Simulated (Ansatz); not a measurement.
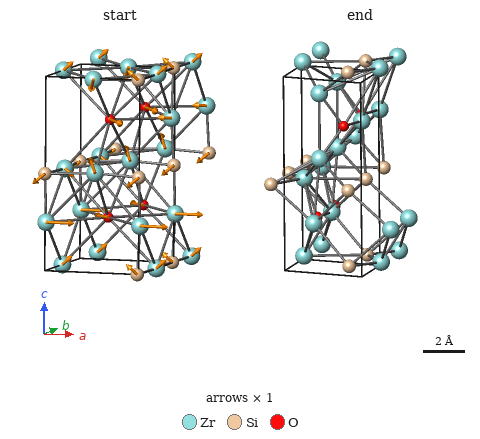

The structure of solid Zr₃SiO (a generated structure, set up in P1) (coarse preliminary run) before (left) and after (right) a relaxation, at one scale. The orange arrows give the displacements (the part carried along by the change of the cell is left out), at their true length.

A ball-and-stick model of the cell of the calculation, repeated 1 × 2 × 1 with one cell outlined, seen slightly off an axis.

Method: DFT PBE, scalar-relativistic, plane waves, PAW (Ansatz).

The input:
```yaml
crystal:
  lattice:
    - [-4.9465713978, -0.0134942319, -0.0631753295]
    - [-0.0631753295, -0.0408854704, -4.9050815591]
    - [-0.0269884639, -9.7272400871, -0.0817709408]
  atoms:
    - { symbol: Zr, position: [0.5283380911, 1.0011826244, 0.512368371] }
    - { symbol: Zr, position: [0.4975576378, 1.0212641148, 0.9922267407] }
    - { symbol: Zr, position: [0.9737324665, 0.979812127, 0.7427758954] }
    - { symbol: Zr, position: [1.006757532, 1.0117446994, 0.2488852046] }
    - { symbol: Zr, position: [1.0035852679, 0.4928091411, 1.0004778499] }
    - { symbol: Zr, position: [1.0157144563, 0.5176333037, 0.493708738] }
    - { symbol: Si, position: [0.9764500529, 1.0213594931, 0.9983141311] }
    - { symbol: Si, position: [0.998056591, 0.993280145, 0.499542484] }
    - { symbol: O, position: [0.5078261416, 0.4778464924, 0.7578931359] }
    - { symbol: O, position: [0.4919817629, 0.4830678592, 0.2538074493] }
basis:
  ecutwfc: 420
kpoints:
  mp_grid: { grid: [4, 4, 2] }
hamiltonian:
  xc: pbe
scf:
  occupations: { method: gaussian, width: 0.2 }
  lower_state_search: "off"
output:
  forces: true
  stress: true
  eigenvalues: true
relax:
  adjacent_minimum: "off"
  f_tol: 0.025
  max_steps: 60
  cell: { stress_tol: 0.25 }
```

Launched with:
```bash
ansatz run input.yaml --threads 1 --pin off --max-ram 2560MiB --backend cpu --events-out ev --progress --plain --runs-dir out
```

> What changed between the two?

The run was cut off at its time limit before the relaxation converged, so the last structure is only a point on the way. Zr4 moves most relative to the cell: 1.53 Å roughly along +a. Largest moves by element: Zr 1.53 Å, O 1.48 Å, Si 0.85 Å. Cell: a 4.947 → 4.434 Å (−10.4 %), b 4.906 → 4.773 Å (−2.7 %), c 9.728 → 9.714 Å (−0.1 %), α 89.0° → 90.3°, β 89.7° → 90.7°, γ 88.5° → 109.4°. Volume −17.8 %. Among the contacts that change: Zr4–O10 3.396 → 6.064 Å, Zr4–Si8 5.487 → 2.990 Å, Zr5–Si7 5.525 → 3.156 Å, Zr6–Si8 5.446 → 3.093 Å. New bonds form: Zr1–Zr2 (4.67 → 3.27 Å), Zr1–Zr6 (another periodic image) (3.54 → 2.88 Å). Bonds break: Zr1–Zr4 (3.48 → 5.41 Å), Zr1–Zr6 (3.34 → 5.13 Å). Among the angles between lasting bonds that change: Zr2–Si7–Zr2 177.3° → 108.5°, Zr1–Si8–Zr1 173.9° → 107.4°, Zr1–Si8–Zr4 93.8° → 148.4°. The space group stays P1 (No. 1). The energy falls by 1652 meV per atom in 18 geometry steps. The largest force component goes from 3.2 to 0.83 eV/Å. The pressure goes from 1.79 to 0.53 GPa. The run took 9.6 min on 1 thread of Arm Neoverse V1, with other jobs on the host, peak memory 0.63 GiB.
